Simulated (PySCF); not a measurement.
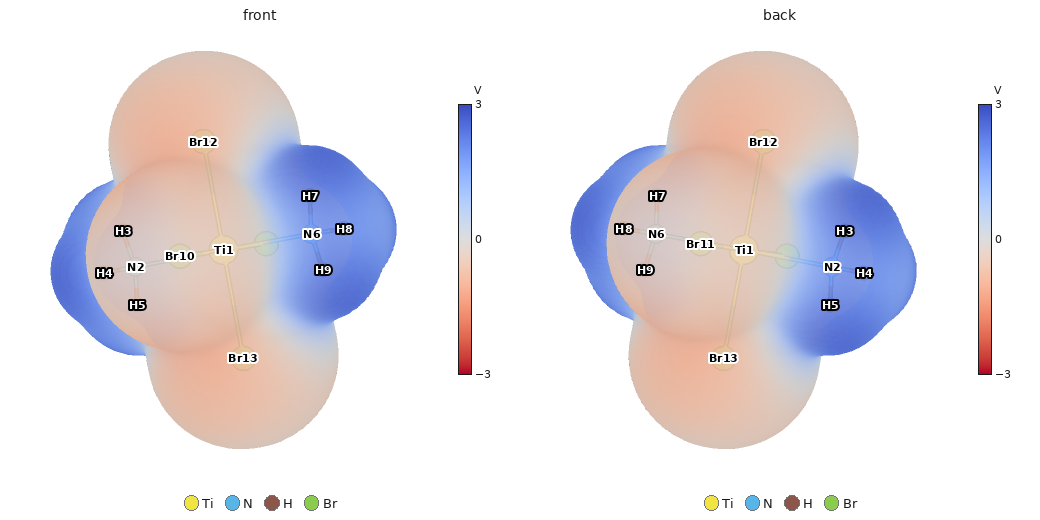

Figure. Br4H6N2Ti (trans-Ti(NH3)2Br4). The molecular electrostatic potential painted on the density surface at 0.002 e/bohr³, seen from the front and from behind; the colour scale runs from red (negative) to blue (positive).

Geometry: PBE0-D3(BJ)/def2-SVP.

Method: wB97X-D/def2-SVPD, SCF density, gas phase in PySCF.

Input

```
{"job": {"kind": "uv", "xc": "wB97X-D", "basis": "def2-SVPD", "ip": false, "nstates": 15}, "charge": 0, "multiplicity": 1}
Ti    -0.003761     0.003196     0.001613
N      0.021089    -0.068192     2.181335
H     -0.395595     0.779353     2.567978
H      0.982714    -0.146042     2.516157
H     -0.508608    -0.876686     2.508635
N     -0.012726     0.055813    -2.178212
H      0.508565     0.866440    -2.513614
H     -0.970088     0.112239    -2.528391
H      0.421650    -0.792549    -2.543317
Br     2.433470    -0.116336    -0.078923
Br    -2.437060     0.126515     0.090299
Br     0.117904     2.437569     0.077322
Br    -0.126923    -2.433411    -0.078672
```

Launched as:

```sh
OMP_NUM_THREADS=1 python probes_run.py task.json out
```

### Which sites attract a positive test charge, and which a negative one?

A positive charge is drawn to the negative regions and a negative charge to the positive ones. The most negative region (about −1.0 V) lies over Br10, Br11, Br12 and Br13, the most positive (about +2.5 V) over the H atoms.
